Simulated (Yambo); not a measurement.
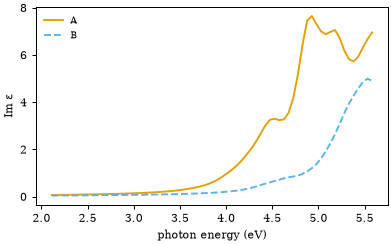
Figure: Two computed absorption spectra of Ca₂RuH₆ (space group Fm-3m, No. 225) (Yambo, PBEsol bands with the same scissor, field along x)

Task: Which curve includes the electron-hole attraction (BSE), and where are its main peaks?

Result: Curve A: the attraction moves weight to lower energy (centre of the plotted range 4.9 eV against 5.1 eV). Its peaks lie at 4.9 eV, 5.2 eV. Settings: 8×8×8 mesh, 6 valence and 3 conduction bands, static screening with 54 bands and a 3 Ry block, scissor 1.35 eV, Tamm-Dancoff. The scissor comes from a G0W0 run whose convergence isn't established. Broadening 0.15 eV. The band window holds all transitions up to 5.6 eV. Fine structure above the onset can come from the mesh.

Spin-orbit coupling is not included.

Geometry of the Materials Project entry, not relaxed at this level; primitive cell a = 5.0865 Å, b = 5.0865 Å, c = 5.0865 Å, α = 60.00°, β = 60.00°, γ = 60.00°.

The structure is a Materials Project entry; no match was found in the copy of COD used, and its stability was not checked.
